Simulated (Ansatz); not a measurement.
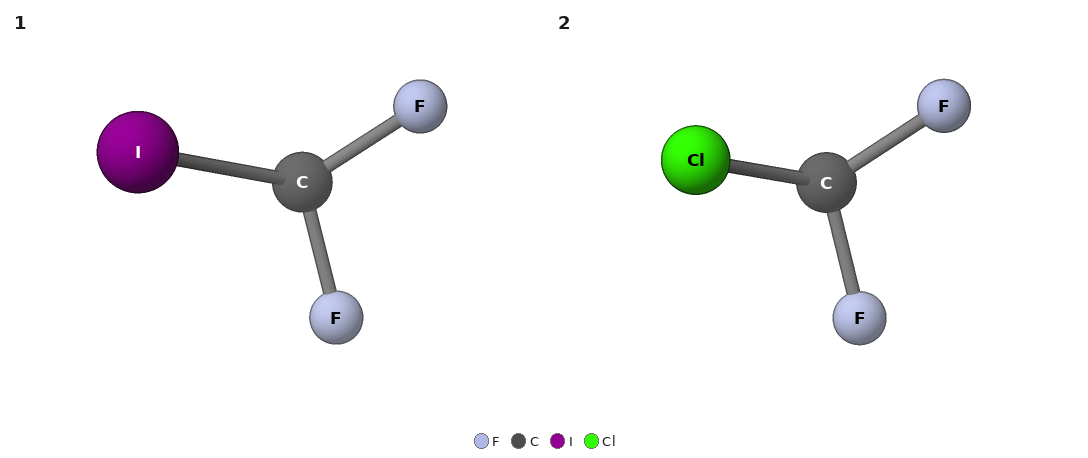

2 molecules with one skeleton, seen from the same side and at one scale. Each species is neutral and a spin doublet. Computed geometries: PBE0-D4/def2-TZVP optimisations, one conformation each. Properties computed with Ansatz 0.2.0. Elements past Kr carry core potentials.

One atom differs, called X below: I in panel 1, Cl in panel 2. Their formulas are CF2I (`F[C](F)I`), CClF2 (`F[C](F)Cl`).

### In which is the harmonic zero-point energy higher (PBE0-D4/def2-TZVP)?

In panel 2 (X = Cl).

### In which is the dipole moment larger (PBE0-D4/def2-TZVP)?

In panel 1 (X = I).

Give the values. With PBE0-D4/def2-TZVP: length of X–C (Å), mean angle F–C–X (°), dipole moment (D), harmonic zero-point energy (kJ/mol).

```tsv
quantity	1 (I)	2 (Cl)	2 − 1
length of X–C (Å)	2.114	1.720	−0.394
mean angle F–C–X (°)	114.8	114.1	−0.7
dipole moment (D)	0.52	0.35	−0.17
harmonic zero-point energy (kJ/mol)	24.8	27.6	+2.8
```
